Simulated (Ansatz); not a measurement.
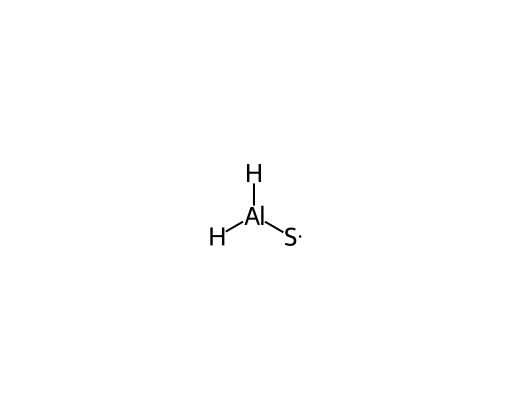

Skeletal drawing of a molecule. Charge 0, doublet.

> Transcribe the drawing into SMILES.

[AlH2][S]

> What is the molecular formula?

AlH2S.

> An optimisation with PBE0-D4/def2-TZVP gave a structure of which point group?

C2v.

The parts below concern this one geometry. Atoms keep their numbers from picture to picture. The computed structure is the end point of a PBE0-D4/def2-TZVP optimisation. No frequency run is at hand to confirm it as a minimum.

## Dipole moment

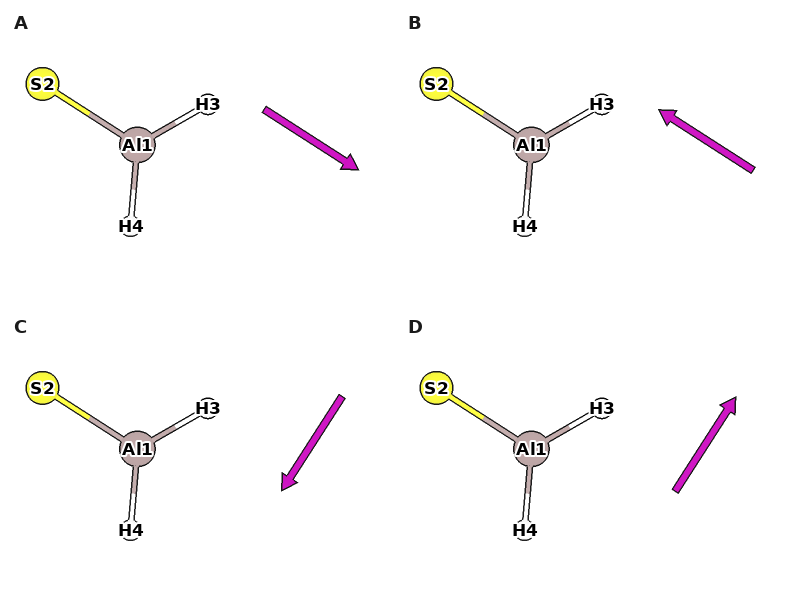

The same molecule four times, each with an arrow. No frequency run is at hand to confirm it as a minimum. Level of theory: UKS PBE0-D4/def2-TZVP (Ansatz 0.2.0).

> Which arrow points along the dipole moment, from the negative to the positive end?

A. The dipole moment is 1.01 D; it points from the side of S2 to the side of H3, H4 (the outermost atoms at the two ends).

## Electronic properties

No frequency run is at hand to confirm it as a minimum. Method: UKS ωB97M-V/def2-TZVPP (Ansatz 0.2.0).

> Give the ⟨S²⟩ of the determinant at this level.

0.753.

## Charges

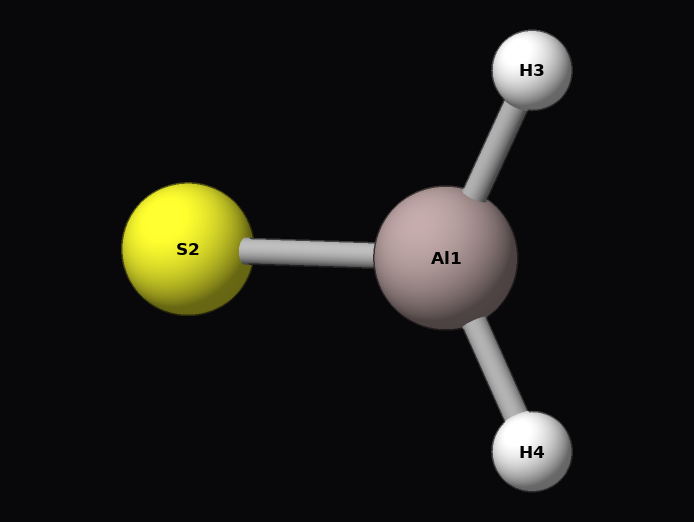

The questions are on Mulliken charges. No frequency run is at hand to confirm it as a minimum. Method: UKS PBE0-D4/def2-TZVP (Ansatz 0.2.0).

List the Mulliken charges.

```
atom  value (e)
 Al1       0.38
  S2      −0.21
  H3      −0.08
  H4      −0.08
```

Mulliken values depend strongly on the basis set and can even reverse the polarity of a bond.
